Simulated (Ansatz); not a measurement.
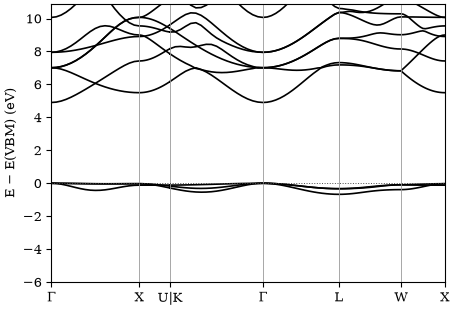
Fig. 1. Band structure from r²SCAN (plane waves, PAW; program Ansatz)

Task: Read off the gap and where the band edges lie.

Result: About 4.9 eV (4.90 eV by a search for the band edges); maximum at Γ, minimum at Γ.

Task: Which of these materials gives this?
A. MgS, rock salt
B. CsBr, rock salt
C. LiH, rock salt
D. MgS, zinc blende

Result: B, CsBr, rock salt

Space group Fm-3m (rock salt). The workflow started from a Materials Project entry (that database holds measured and hypothetical structures alike); the Crystallography Open Database copy checked does not list it. It is not the phase usual at ambient conditions (space group No. 221). The cell was relaxed with r²SCAN under the symmetry of its start; whether a distortion lowers the energy is not shown. Scalar-relativistic: spin–orbit coupling is off unless named, which matters more the heavier the elements.

Potentials: the later of the program's two PAW sets.
